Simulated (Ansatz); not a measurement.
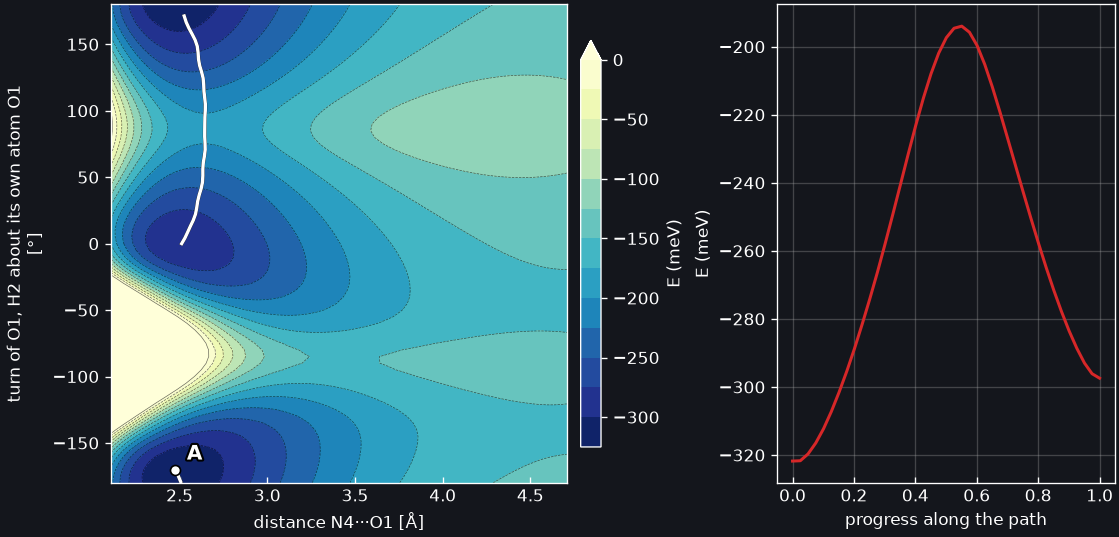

The pair HO···N₂, charge −1. The turn is about an axis along (−0.94, −0.34, 0.02) in the frame of the relaxed pair, normal to the line between the partners. First axis: distance N4···O1. Second axis: turn of O1, H2 about its own atom O1. The scan uses a 15 × 15 grid. Points are written as (first, second). Energies: meV, counted from the ion and the molecule far apart, frozen as in the relaxed pair, each in its own basis (no counterpoise correction). All numbers below come from RKS PBE-D4/def2-TZVPD (Ansatz 0.2.0).

The picture shows filled contours, a line along the lowest path, one colour for all values above the top of the scale, the energy along the path at the right, the start A. Between grid points the surface is interpolated.

### Describe the path and its barrier.

The easiest path leads from the well at about (2.48 Å, −170°) to the well at about (2.51 Å, 0°), about 24 meV higher (on a rigid scan; wells that are mirror images or exchange like atoms can differ by this much). Its highest point lies about 128 meV above the bottom of the first well on the interpolated surface, at about (2.64 Å, 85°). Seen from the upper well the barrier is about 103 meV. This is the barrier on the constrained surface; relaxing the other coordinates would change it.
